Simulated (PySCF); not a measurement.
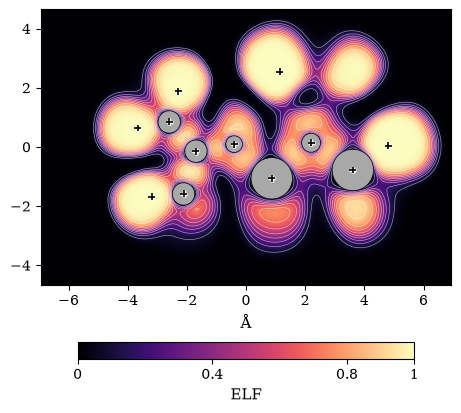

The ELF on a plane through atoms (crosses mark nuclei in the plane; grey discs cover the cores).

The calculation used PBE0/pcSseg-1, SCF density, gas phase, non-relativistic (PySCF 2.14.0).

Candidates:
A. H7NO3Si2
B. C3H12NOSi3 (charge −1)

Which system is this?

Answer. Candidate B: C3H12NOSi3 on the plane of atoms H9, C1 and H10, which holds C, O, Si, N and H. C–O (1.31 Å): the ELF peaks at about 0.90 between the atoms; a polar covalent bond. C–C (1.34 Å): the ELF peaks at about 0.95 between the atoms; a short, multiple covalent bond.
